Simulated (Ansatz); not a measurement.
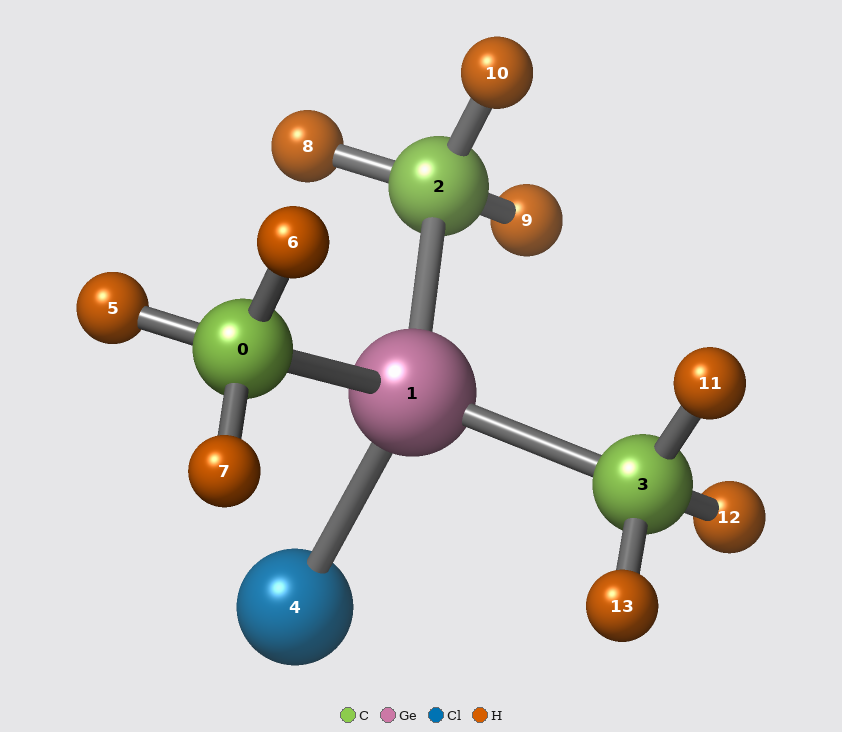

The structure as it stands in the input. Atoms are numbered from 0, in the order of the input.

Input file:

```yaml
crystal:
  periodic: [false, false, false]
  atoms:
    - {symbol: C, position_ang: [-2.009000, 0.579412, 0.219662]}
    - {symbol: Ge, position_ang: [0.107340, 0.325512, -0.229929]}
    - {symbol: C, position_ang: [1.359837, 0.408567, 1.550461]}
    - {symbol: C, position_ang: [0.500924, -1.434233, -1.452149]}
    - {symbol: Cl, position_ang: [0.743689, 2.251348, -1.593968]}
    - {symbol: H, position_ang: [-2.186735, 1.622778, 0.829019]}
    - {symbol: H, position_ang: [-2.408438, -0.351663, 0.905383]}
    - {symbol: H, position_ang: [-2.657000, 0.613759, -0.814956]}
    - {symbol: H, position_ang: [1.165364, 1.453228, 2.152438]}
    - {symbol: H, position_ang: [2.538914, 0.349266, 1.237770]}
    - {symbol: H, position_ang: [1.100044, -0.529095, 2.292056]}
    - {symbol: H, position_ang: [0.208039, -2.449327, -0.835328]}
    - {symbol: H, position_ang: [1.684073, -1.481870, -1.751150]}
    - {symbol: H, position_ang: [-0.161609, -1.390496, -2.477163]}
basis:
  gaussian: {orbitals: aug-cc-pVDZ}
total_charge: -1
magnetization: {spin_polarized: true, initial_magnetization: 1}
hamiltonian: {xc: {name: CAM-B3LYP}}
scf: {lower_state_search: off}
```

It was started with:

```sh
ansatz run in.yaml --threads 2 --pin off --events-out ev --progress --plain --max-ram 22528MiB --backend cpu
```

Output:

```
Functional definition: CAM-B3LYP
  name "CAM-B3LYP"
  cite "Yanai, Tew & Handy, Chem. Phys. Lett. 393, 51 (2004) doi:10.1016/j.cplett.2004.06.011"
  cite "Iikura, Tsuneda, Yanai & Hirao, J. Chem. Phys. 115, 3540 (2001) doi:10.1063/1.1383587"
  cite "Becke, Phys. Rev. A 38, 3098 (1988) doi:10.1103/PhysRevA.38.3098"
  cite "Lee, Yang & Parr, Phys. Rev. B 37, 785 (1988) doi:10.1103/PhysRevB.37.785"
  cite "Vosko, Wilk & Nusair, Can. J. Phys. 58, 1200 (1980) doi:10.1139/p80-159"
  parameter alpha = 0.19
  parameter beta = 0.46
  parameter omega = 0.33/bohr
  parameter ac = 0.81
  # Exact exchange under (alpha + beta erf(omega r))/r, Becke's under what is left of 1/r.
  exchange = (1 - alpha - beta)*b88_x + beta*b88_x_sr(omega) + alpha*exact_x + beta*exact_x_lr(omega)
  correlation = (1 - ac)*vwn5_c + ac*lyp_c
these checks for a lower state are left out or cut short: stability, starts, cluster_reference, orbital_swaps, neighbouring_geometries, increment
2102 factors; their error is unknown
983 factors; integrals over basis functions are off by at most 1.5e-5 eV
mean field evaluation 1: about -72292.1013 eV, gradient 3.5e1 eV
mean field evaluation 2: about -72290.9671 eV, gradient 3.7e1 eV
mean field evaluation 4: about -72298.6113 eV, gradient 1.6e0 eV
mean field evaluation 8: about -72298.6382 eV, gradient 2.0e-1 eV
mean field evaluation 16: about -72298.8502 eV, gradient 1.6e-3 eV
mean field -72298.85020352 eV, -2656.9337390586 hartree, gradient 5.1e-6 eV, S^2 0.754410; 0 other end points of the search recorded, 0 dependent functions left out
reference -72298.85033368 eV, -2656.9337438418 hartree; 39, 38 occupied and 174, 175 virtual orbitals, 2102 factors
Total energy: -72298.85033368 eV, -2656.9337438418 hartree
Checks for a lower state left out: stability, starts, cluster_reference, orbital_swaps, neighbouring_geometries, increment
```

Self-consistency was reached.
